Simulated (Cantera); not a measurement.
Input: 1 mol Si, 3.5 mol H₂, 0.91 mol Cl₂, held at 150000 Pa.

Equilibrium computed with Cantera from the NASA thermochemical tables; the gas is ideal and each condensed phase is pure. Candidate condensed phases: Si; 19 gas species. The tables' values for SiCl₃ are old estimates; treat these amounts as uncertain. The numbers say what is thermodynamically allowed, not how fast it happens.

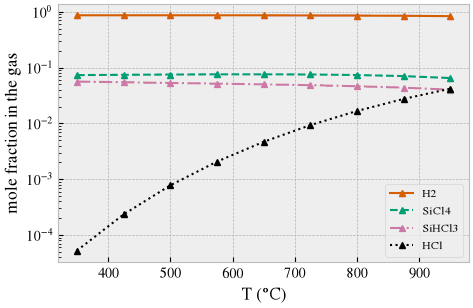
Fig. 1. Equilibrium gas composition (values under 1e-9 drawn at 1e-9)

From 350 °C to 950 °C the condensed part is Si(s). The main Si-bearing gas is SiCl₄ throughout. The share of Si in condensed phases is highest at 950 °C (52.3 %) and lowest at 350 °C (48.6 %).
